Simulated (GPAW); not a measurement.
**A GW chain in GPAW: BN (P6_3mc)**

Aim: the G0W0 gap of BN (P6_3mc) on PBE, step by step.

Method: PBE and many-body steps on it, plane waves, in GPAW 26.7.0.

The database entry behind the starting cell has ideal inner coordinates that were not refined, so it need not match the best structure at ambient conditions.

### 1. Set-up

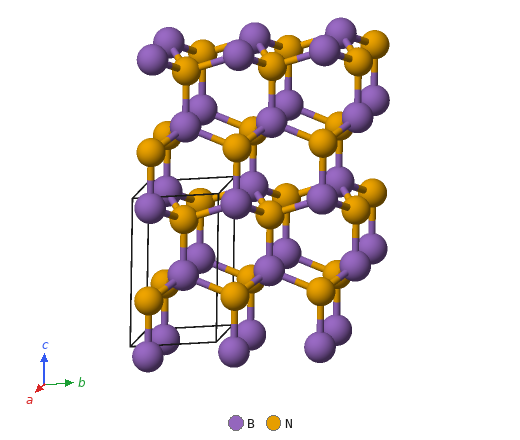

The cell as given, slightly off an axis (boron purple, nitrogen orange). 2×3×2 cells are drawn. Some periodic images of atoms are drawn too.

The cell and positions come from the Crystallography Open Database and are kept as given unless a step says otherwise. This is not the form that BN usually takes at ambient conditions.

### 2. Ground state

This step: GPAW 26.7.0; DFT, PBE, plane waves, PAW.

The ground-state density comes first.

Contents of run.py:

```python
import json
import numpy as np
from gpaw.mpi import world
from ase import Atoms
from gpaw import GPAW, PW, FermiDirac

atoms = Atoms(['B', 'B', 'N', 'N'],
    cell=[[2.5360000000, 0.0000000000, 0.0000000000],
      [-1.2680000000, 2.1962404240, 0.0000000000],
      [0.0000000000, 0.0000000000, 4.1990000000]],
    scaled_positions=[[0.6666666667, 0.3333333333, 0.0000000000],
      [0.3333333333, 0.6666666667, 0.5000000000],
      [0.6666666667, 0.3333333333, 0.3750000000],
      [0.3333333333, 0.6666666667, 0.8750000000]],
    pbc=(True, True, True))
calc = GPAW(mode=PW(600),
    xc='PBE',
    kpts={'size': (9, 9, 6), 'gamma': True},
    occupations=FermiDirac(0.001),
    nbands=-8,
    convergence={'density': 1e-6, 'bands': -3},
    maxiter=100,
    txt='gs.txt')
atoms.calc = calc
res = {'energy': atoms.get_potential_energy()}
kpts = calc.get_ibz_k_points()
res['kpts'] = kpts
res['eigenvalues'] = [calc.get_eigenvalues(kpt=k) for k in range(len(kpts))]
res['n_electrons'] = calc.get_number_of_electrons()
calc.write('gs.gpw')

if world.rank == 0:
    with open('result.json', 'w') as f:
        json.dump(res, f, default=lambda x: x.tolist())
```

On the command line:

```console
mpirun -n 4 gpaw python run.py
```

Numbers of over 12 decimals in the logs are rounded to 6 here.

The program printed:

```text
__  _  _
 | _ |_)|_||  |
 |__||  | ||/\| - 26.7.0

Input parameters:
  mode=PW(ecut=600.0),
  convergence={'density': 1e-06, 'bands': -3},
  kpts=MonkhorstPack(size=(9, 9, 6), gamma=True),
  maxiter=100,
  nbands=-8,
  occupations=Occupations(name='fermi-dirac', width=0.001, fixmagmom=False),
  xc=XC(name='PBE')
  [... matrices ...]
Diagonalizing LCAO Hamiltonian
Converting LCAO to pw mode

        N
        B

          N
          B

Atoms  # Å, Bohr magnetons
|   | symbol |         x |        y |        z |    initial magnetic moments |
| 0 |      B |  1.268000 | 0.732080 | 0.000000 | ( 0.0000,  0.0000,  0.0000) |
| 1 |      B | -0.000000 | 1.464160 | 2.099500 | ( 0.0000,  0.0000,  0.0000) |
| 2 |      N |  1.268000 | 0.732080 | 1.574625 | ( 0.0000,  0.0000,  0.0000) |
| 3 |      N | -0.000000 | 1.464160 | 3.674125 | ( 0.0000,  0.0000,  0.0000) |

Unit cell  # Å
| periodic |         x |        y |        z |  lengths |     angles |
|      yes |  2.536000 | 0.000000 | 0.000000 | 2.536000 |  90.000000 |
|      yes | -1.268000 | 2.196240 | 0.000000 | 2.536000 |  90.000000 |
|      yes |  0.000000 | 0.000000 | 4.199000 | 4.199000 | 120.000000 |

Number of symmetries: 6
Symmetry operations  # r_c * U_cc + t_c -> r_c
|   | kind |            matrix            |
| 0 |  σ   |  1, 1, 0,  0,-1, 0,  0, 0, 1 |
| 1 |  E   |  1, 0, 0,  0, 1, 0,  0, 0, 1 |
| 2 |  C3  |  0, 1, 0, -1,-1, 0,  0, 0, 1 |
| 3 |  σ   |  0,-1, 0, -1, 0, 0,  0, 0, 1 |
| 4 |  σ   | -1, 0, 0,  1, 1, 0,  0, 0, 1 |
| 5 |  C3  | -1,-1, 0,  1, 0, 0,  0, 0, 1 |

BZ-sampling:
  Number of BZ points: 486
  Number of IBZ points: 62

  Monkhorst-Pack size: [9, 9, 6]
  Monkhorst-Pack shift: [0.0, 0.0, 0.083333]

K-points  # in reciprocal-cell coordinates
|     |                                coordinates |     weight |
|   0 | (  0.00000000,   0.00000000,   0.00000000) | 0.00205761 |
|   1 | (  0.00000000,   0.00000000,   0.16666667) | 0.00411523 |
|   2 | (  0.00000000,   0.00000000,   0.33333333) | 0.00411523 |
|   3 | (  0.00000000,   0.00000000,   0.50000000) | 0.00205761 |
|   4 | (  0.11111111,   0.00000000,  -0.33333333) | 0.01234568 |
|   5 | (  0.11111111,   0.00000000,  -0.16666667) | 0.01234568 |
|   6 | (  0.11111111,   0.00000000,   0.00000000) | 0.01234568 |
|   7 | (  0.11111111,   0.00000000,   0.16666667) | 0.01234568 |
|   8 | (  0.11111111,   0.00000000,   0.33333333) | 0.01234568 |
|   9 | (  0.11111111,   0.00000000,   0.50000000) | 0.01234568 |
| ... |                                            |            |
|  61 | (  0.44444444,   0.44444444,   0.50000000) | 0.01234568 |

Plane wave coefficients: 801
Cutoff: 600.0 eV

Spin-components: 1 (collinear spins)
Bands:           16
Projectors:      20
Spin-degeneracy: 2
Datatype:        complex128

  Storage: CPU
  Wave functions: 12_078_592 bytes (3_019_648 per core)
  Projectors: 17_362_976 bytes (4_340_744 per core)
  [... matrices ...]
Parallelization:
  kpt:    4
  domain: 1
  band:   1

Density:
  Valence electrons: 16.0
  Components: 1
  Grid points: [15 15 24]
  Charge: 0.0  # |e|

Potential:
  Grid points: [15 15 24]

species:
  B:
    name:    Boron
    Z:       5.0
    valence: 3
    core:    2
    charge:  0.0  # [|e|]
    compensation charges:
      type: gauss
      rc: 0.20  # [Å]
      lmax: 2
    cutoffs:
      filter: 1.14  # [Å]
      core: 1.38  # [Å]
    projectors
    | kind |    occ | energy [eV] | rcut [Å] |
    |   2s |  2.000 |      -9.443 |    0.635 |
    |   2p |  1.000 |      -3.606 |    0.635 |
    |    s |        |      17.768 |    0.635 |
    |    p |        |      23.605 |    0.635 |
    |    d |        |       0.000 |    0.635 |

    Using partial waves for B as LCAO basis

  N:
    name:    Nitrogen
    Z:       7.0
    valence: 5
    core:    2
    charge:  0.0  # [|e|]
    compensation charges:
      type: gauss
      rc: 0.18  # [Å]
      lmax: 2
    cutoffs:
      filter: 1.11  # [Å]
      core: 0.96  # [Å]
    projectors
    | kind |    occ | energy [eV] | rcut [Å] |
    |   2s |  2.000 |     -18.583 |    0.603 |
    |   2p |  3.000 |      -7.089 |    0.529 |
    |    s |        |       8.629 |    0.603 |
    |    p |        |      20.123 |    0.529 |
    |    d |        |       0.000 |    0.577 |

    Using partial waves for N as LCAO basis

Reference energy: -4302.422143  # eV

eigensolver:
  PPCG
  Converge bands: -3
  niter=2

density mixing:
  MSR1-Mixer
  Pratt-step length: 0.05
  Maximum mixing coefficient: 0.75
  Old densities: 10
  SVD Regularization: 0.005
  Good broyden scale: 1.0
  Trust region scale: 1.0
  Backstep threshold: 4.0
  History deletion threshold: 6.0
  Fourier metric: weight=20.0, sigma=0.015

occupation numbers:
  Fermi-Dirac:
    width: 0.0010  # eV

poisson solver:
  ecut: 4800.0  # eV

xc functional:
  name: PBE with 2 nearest neighbor stencil

Initialization done in: 1.081 s

convergence criteria:
- Maximum integral of absolute [dens]ity change: 1e-06 electrons / valence electron
- Maximum [total energy] change in last 3 cyles: 0.0005 eV / valence electron
- Maximum integral of absolute [eigenst]ate change: 4e-08 eV^2 / valence electron
maximum number of iterations: 100

SCF iterations
|iter     |     time |      energy | eigst |  dens |
|iter:   1|  |  -36.206464 | +1.03 |       |
|iter:   2|  |  -35.871265 | -0.66 | -0.74 |
|iter:   3|  |  -34.578166 | -0.73 | -0.78 |
|iter:   4|  |  -34.560608 | -2.01 | -1.38 |
|iter:   5|  |  -34.559905 | -2.72 | -1.83 |
|iter:   6|  |  -34.560059c| -4.13 | -2.57 |
|iter:   7|  |  -34.560059c| -5.37 | -3.54 |
|iter:   8|  |  -34.560059c| -6.53 | -4.27 |
|iter:   9|  |  -34.560059c| -7.43c| -5.17 |
|iter:  10|  |  -34.560059c| -7.93c| -6.01c|

Converged in 10 steps
SCF loop duration: 2.491 s (0.249 s/step)
Energy contributions relative to reference atoms: (reference = -4302.422143)
  [... matrices ...]
Energy contributions:
  Kinetic:          32.932243
  Coulomb:         -30.383957
  Zero:             -0.001399
  External:          0.000000
  Xc:              -37.106947
  Entropy:          -0.000000
  Spinorbit:         0.000000
  ----------------------------
  Free energy:     -34.560059
  Extrapolated:    -34.560059

dipole moment: (0.000000, 0.000000, -4.430365)  # |e|*Ang

Fermi level: 13.409
Eigenvalues  # (at kpt = [0.000, 0.000, 0.000])
| band index |      eig [eV] | occ [0-2] |
|          0 |       -10.135 |     2.000 |
|          1 |        -5.948 |     2.000 |
|          2 |        -0.615 |     2.000 |
|          3 |         8.274 |     2.000 |
|          4 |         8.274 |     2.000 |
|          5 |        10.167 |     2.000 |
|          6 |        10.426 |     2.000 |
|          7 |        10.427 |     2.000 |
|          8 |        18.850 |     0.000 |
|          9 |        18.850 |     0.000 |
|         10 |        19.030 |     0.000 |
|         11 |        20.085 |     0.000 |
|         12 |        21.352 |     0.000 |
|         13 |        22.403 |     0.000 |
|         14 |        22.403 |     0.000 |
|         15 |        26.756 |     0.000 |

Gap: 5.175 eV
Transition (v -> c):
  (s=0, k=0, n=7, [0.00, 0.00, 0.00]) -> (s=0, k=32, n=8, [0.33, 0.33, 0.00])
Direct/indirect transitions are different
Direct gap: 8.339 eV
Transition at: (s=0, k=6, n=7, [0.11, 0.00, 0.00])
# Writing to gs.gpw (mode='')
  [... matrices ...]
```

Run time: 5.1 s. Hardware: 4 MPI ranks of Arm Neoverse V2, shared host; peak memory 0.61 GiB; 20 s of CPU time.

Numbers from this step:

- total energy: -34.56 eV
- gap: 5.175 eV
- k of the valence top: 0, 0, 0
- k of the conduction bottom: 0.3333, 0.3333, 0
- least direct gap: 8.339 eV

The gap is indirect, with the least direct gap 3.16 eV higher.

### 3. Bands along the symmetry lines

Levels along a band path, at the cheap level, show where the edges lie and whether the meshes to come will hold them.

Contents of run.py:

```python
import json
import numpy as np
from gpaw.mpi import world
from gpaw import GPAW

path = [[0.000000, 0.000000, 0.000000],
    [0.062500, 0.000000, 0.000000],
    [0.125000, 0.000000, 0.000000],
    [0.187500, 0.000000, 0.000000],
    [0.250000, 0.000000, 0.000000],
    [0.312500, 0.000000, 0.000000],
    [0.375000, 0.000000, 0.000000],
    [0.437500, 0.000000, 0.000000],
    [0.500000, 0.000000, 0.000000],
    [0.479167, 0.041667, 0.000000],
    [0.458333, 0.083333, 0.000000],
    [0.437500, 0.125000, 0.000000],
    [0.416667, 0.166667, 0.000000],
    [0.395833, 0.208333, 0.000000],
    [0.375000, 0.250000, 0.000000],
    [0.354167, 0.291667, 0.000000],
    [0.333333, 0.333333, 0.000000],
    [0.291667, 0.291667, 0.000000],
    [0.250000, 0.250000, 0.000000],
    [0.208333, 0.208333, 0.000000],
    [0.166667, 0.166667, 0.000000],
    [0.125000, 0.125000, 0.000000],
    [0.083333, 0.083333, 0.000000],
    [0.041667, 0.041667, 0.000000],
    [0.000000, 0.000000, 0.000000],
    [0.000000, 0.000000, 0.062500],
    [0.000000, 0.000000, 0.125000],
    [0.000000, 0.000000, 0.187500],
    [0.000000, 0.000000, 0.250000],
    [0.000000, 0.000000, 0.312500],
    [0.000000, 0.000000, 0.375000],
    [0.000000, 0.000000, 0.437500],
    [0.000000, 0.000000, 0.500000],
    [0.062500, 0.000000, 0.500000],
    [0.125000, 0.000000, 0.500000],
    [0.187500, 0.000000, 0.500000],
    [0.250000, 0.000000, 0.500000],
    [0.312500, 0.000000, 0.500000],
    [0.375000, 0.000000, 0.500000],
    [0.437500, 0.000000, 0.500000],
    [0.500000, 0.000000, 0.500000],
    [0.479167, 0.041667, 0.500000],
    [0.458333, 0.083333, 0.500000],
    [0.437500, 0.125000, 0.500000],
    [0.416667, 0.166667, 0.500000],
    [0.395833, 0.208333, 0.500000],
    [0.375000, 0.250000, 0.500000],
    [0.354167, 0.291667, 0.500000],
    [0.333333, 0.333333, 0.500000],
    [0.291667, 0.291667, 0.500000],
    [0.250000, 0.250000, 0.500000],
    [0.208333, 0.208333, 0.500000],
    [0.166667, 0.166667, 0.500000],
    [0.125000, 0.125000, 0.500000],
    [0.083333, 0.083333, 0.500000],
    [0.041667, 0.041667, 0.500000],
    [0.000000, 0.000000, 0.500000],
    [0.500000, 0.000000, 0.500000],
    [0.500000, 0.000000, 0.437500],
    [0.500000, 0.000000, 0.375000],
    [0.500000, 0.000000, 0.312500],
    [0.500000, 0.000000, 0.250000],
    [0.500000, 0.000000, 0.187500],
    [0.500000, 0.000000, 0.125000],
    [0.500000, 0.000000, 0.062500],
    [0.500000, 0.000000, 0.000000],
    [0.333333, 0.333333, 0.500000],
    [0.333333, 0.333333, 0.437500],
    [0.333333, 0.333333, 0.375000],
    [0.333333, 0.333333, 0.312500],
    [0.333333, 0.333333, 0.250000],
    [0.333333, 0.333333, 0.187500],
    [0.333333, 0.333333, 0.125000],
    [0.333333, 0.333333, 0.062500],
    [0.333333, 0.333333, 0.000000]]
calc = GPAW('gs.gpw').fixed_density(kpts=path,
    symmetry='off',
    nbands=18,
    convergence={'bands': 14},
    txt='bands.txt')
res = {}
kpts = calc.get_ibz_k_points()
res['kpts'] = kpts
res['eigenvalues'] = [calc.get_eigenvalues(kpt=k) for k in range(len(kpts))]
res['n_electrons'] = calc.get_number_of_electrons()

if world.rank == 0:
    with open('result.json', 'w') as f:
        json.dump(res, f, default=lambda x: x.tolist())
```

On the command line:

```console
mpirun -n 4 gpaw python run.py
```

The program printed:

```text
Diagonalizing LCAO Hamiltonian
Converting LCAO to pw mode
convergence criteria:
- Maximum integral of absolute [eigenst]ate change: 4e-08 eV^2 / valence electron
maximum number of iterations: 100

SCF iterations
|iter     |     time |      energy | eigst |  dens |
|iter:   1|  |             | +1.14 |       |
|iter:   2|  |             | -0.57 |       |
|iter:   3|  |             | -1.90 |       |
|iter:   4|  |             | -3.00 |       |
|iter:   5|  |             | -4.13 |       |
|iter:   6|  |             | -5.18 |       |
|iter:   7|  |             | -6.39 |       |
|iter:   8|  |             | -7.47c|       |
SCF steps: 8
  __  _  _
 | _ |_)|_||  |
 |__||  | ||/\| - 26.7.0

Input parameters:
  mode=PW(ecut=600.0),
  convergence={'bands': 14},
  gpts=array([15, 15, 24]),
  kpts=KPoints(kpts=array([[0.      , 0.      , 0.      ],
         [0.0625  , 0.      , 0.      ],
         [0.125   , 0.      , 0.      ],
         [0.1875  , 0.      , 0.      ],
[...]
[0.479167, 0.041667, 0.      ],
         [0.458333, 0.083333, 0.      ],
[...]
[0.416667, 0.166667, 0.      ],
[...]
[0.5     , 0.      , 0.0625  ],
         [0.5     , 0.      , 0.      ],
[...]
[0.333333, 0.333333, 0.125   ],
         [0.333333, 0.333333, 0.0625  ],
         [0.333333, 0.333333, 0.      ]])),
  maxiter=100,
  nbands=18,
  occupations=Occupations(name='fermi-dirac', width=0.001, fixmagmom=False),
  parallel={},
  symmetry=Symmetry(point_group=False, time_reversal=False),
  xc=XC(name='PBE')
  [... matrices ...]
timing:  # [seconds]
  Total: 0.025  # ━━━━━━━━━━━━━━━━━━━━━━━━━━━━━━━━━━━━━━━━━━━━━━━━━━━━━━━━━━━
```

It took 4.9 s on 4 MPI ranks; peak memory 0.64 GiB.

This step gave:

```yaml
gap: 5.175 eV
k_of_the_valence_top: 0, 0, 0
k_of_the_conduction_bottom: 0.3333, 0.3333, 0
least_direct_gap: 8.345 eV
```

The gap is 5.175 eV, as in the run before at this level.

The electronic bands at the labelled points (eV, zero at the top of the highest filled band; v1 is the highest filled band, c1 the lowest empty one):

```csv
point,v4,v3,v2,v1,c1,c2,c3,c4
Γ,-2.15,-0.26,0.00,0.00,8.42,8.42,8.60,9.66
M,-6.98,-5.05,-4.47,-2.16,6.75,8.00,10.69,11.59
K,-7.28,-5.55,-5.48,-5.48,5.18,13.55,13.55,13.97
Γ,-2.15,-0.26,0.00,0.00,8.42,8.42,8.60,9.66
A,-1.20,-1.20,-1.20,-1.20,9.59,9.59,9.99,9.99
L,-3.83,-3.83,-3.62,-3.62,6.61,6.61,10.09,10.09
H,-7.85,-7.85,-3.07,-3.07,9.36,9.36,10.22,10.22
A,-1.20,-1.20,-1.20,-1.20,9.59,9.59,9.99,9.99
jump to L,-3.83,-3.83,-3.62,-3.62,6.61,6.61,10.09,10.09
M,-6.98,-5.05,-4.47,-2.16,6.75,8.00,10.69,11.59
jump to H,-7.85,-7.85,-3.07,-3.07,9.36,9.36,10.22,10.22
K,-7.28,-5.55,-5.48,-5.48,5.18,13.55,13.55,13.97
```

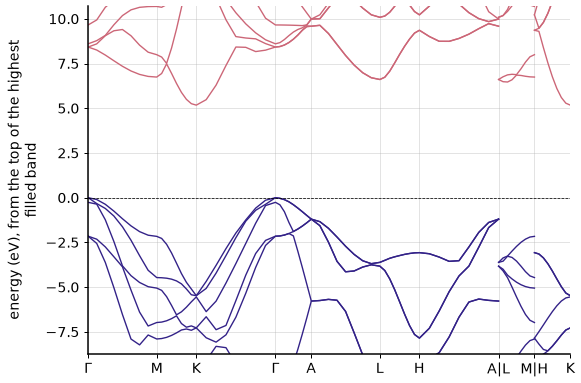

Electronic bands along the path; lines of filled and empty bands in two colours.

### 4. Empty states on the mesh, 6×6×4 mesh, 47 bands

The sums over transitions need many empty states on a uniform mesh; this step solves for them.

Contents of run.py:

```python
import json
import numpy as np
from gpaw.mpi import world
from gpaw import GPAW

calc = GPAW('gs.gpw').fixed_density(kpts={'size': (6, 6, 4), 'gamma': True},
    nbands=54,
    convergence={'bands': 47},
    txt='nscf.txt')
calc.write('full.gpw', mode='all')
res = {}
kpts = calc.get_ibz_k_points()
res['kpts'] = kpts
res['eigenvalues'] = [calc.get_eigenvalues(kpt=k) for k in range(len(kpts))]
res['n_electrons'] = calc.get_number_of_electrons()

if world.rank == 0:
    with open('result.json', 'w') as f:
        json.dump(res, f, default=lambda x: x.tolist())
```

On the command line:

```console
mpirun -n 4 gpaw python run.py
```

The program printed:

```text
Diagonalizing LCAO Hamiltonian
Converting LCAO to pw mode
convergence criteria:
- Maximum integral of absolute [eigenst]ate change: 4e-08 eV^2 / valence electron
maximum number of iterations: 100

SCF iterations
|iter     |     time |      energy | eigst |  dens |
|iter:   1|  |             | +4.00 |       |
|iter:   2|  |             | +2.83 |       |
|iter:   3|  |             | +1.77 |       |
[...]
|iter:  11|  |             | -6.32 |       |
|iter:  12|  |             | -6.86 |       |
|iter:  13|  |             | -7.56c|       |
SCF steps: 13
  __  _  _
 | _ |_)|_||  |
 |__||  | ||/\| - 26.7.0

Input parameters:
  mode=PW(ecut=600.0),
  convergence={'bands': 47},
  gpts=array([15, 15, 24]),
  kpts=MonkhorstPack(size=(6, 6, 4), gamma=True),
  maxiter=100,
  nbands=54,
  occupations=Occupations(name='fermi-dirac', width=0.001, fixmagmom=False),
  parallel={},
  xc=XC(name='PBE')
# Writing to full.gpw (mode='all')
  [... matrices ...]

timing:  # [seconds]
  Total: 0.030  # ━━━━━━━━━━━━━━━━━━━━━━━━━━━━━━━━━━━━━━━━━━━━━━━━━━━━━━━━━━━
```

Wall time 6.7 s (4 MPI ranks); peak memory 0.64 GiB; 26 s of CPU time.

This step gave:

```
gap                                                           : 5.175 eV
k of the valence top                                          : 0, 0, 0
k of the conduction bottom                                    : 0.3333, 0.3333, 0
least direct gap                                              : 8.379 eV
k points computed                                             : 24
lowest point of the top converged band, above the valence top : 63.8846 eV
```

On this mesh the gap is 5.175 eV.

[end of part 1 of 2]

[Paths, hosts, dates, memory and timing lines, banners, echoed tables and standing remarks are left out of the program output.]

[Logs are printed without paths, hosts, clocks, repeated set-up lines and the standing remarks that a program may print on its own settings, such as how far it seeks lower states.]

[Runs of the session that timed out or met a known fault of the program may be left out.]

[Hosts, paths, dates, database ids (printed as entryN), source tags and the programs' standing remarks are cut or masked in the printed files.]
